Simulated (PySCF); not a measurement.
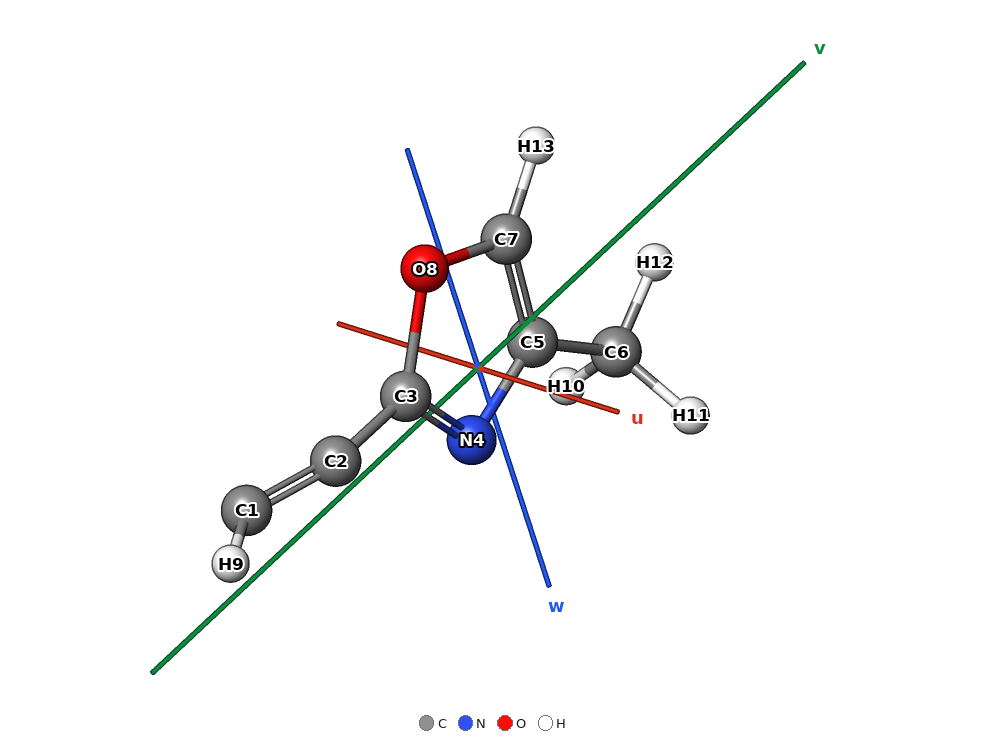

The lines u, v and w are the principal axes of the g tensor. The species has charge −1 and is a spin doublet. The computed structure is the end point of a GFN2-xTB optimisation. No frequency run is at hand to confirm it as a minimum. Method: UKS B3LYP, pcH-1 on C H N O, non-relativistic, mean-field spin-orbit, GIAO (PySCF 2.14.0).

Along which axis does g lie farthest from the free-electron value?

Along w (nearly parallel to the C5–C7 bond): the shift is 1462 ppm.

Give the principal values and shifts.

```tsv
axis	g	shift (ppm)
u	2.00211	−211
v	2.00315	828
w	2.00378	1462
```
